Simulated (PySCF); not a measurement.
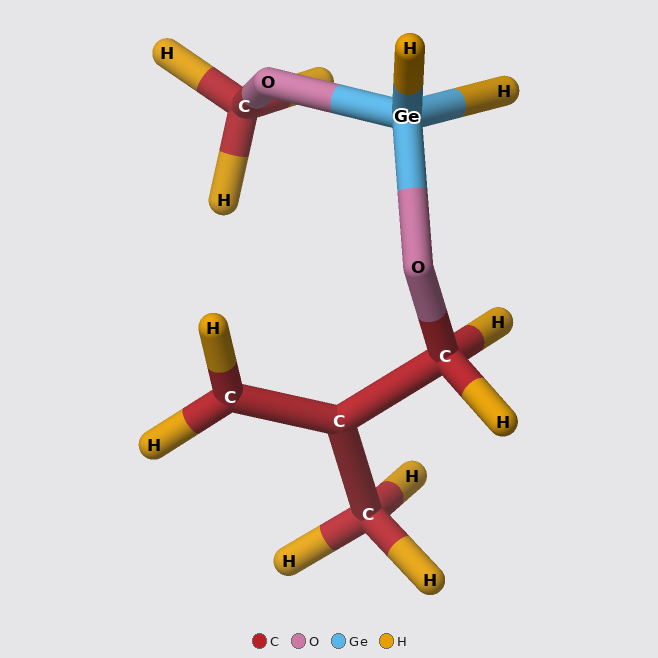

The geometry was computed by an optimisation with PBE0-D3(BJ)/def2-SVP. No frequency run is at hand to confirm it as a minimum. Method: CAM-B3LYP/def2-SVPD, gas phase (PySCF 2.14.0). Excitations: vertical, linear response.

Question: Estimate the brightest of the 10 lowest singlets.

Answer: 7.05 eV.

Question: Estimate the lowest vertical singlet excitation.

Answer: 6.78 eV.

Question: Estimate the dipole moment.

Answer: 2.27 D.

Question: Give the HOMO energy (Kohn–Sham orbital) at this level.

Answer: −8.46 eV.
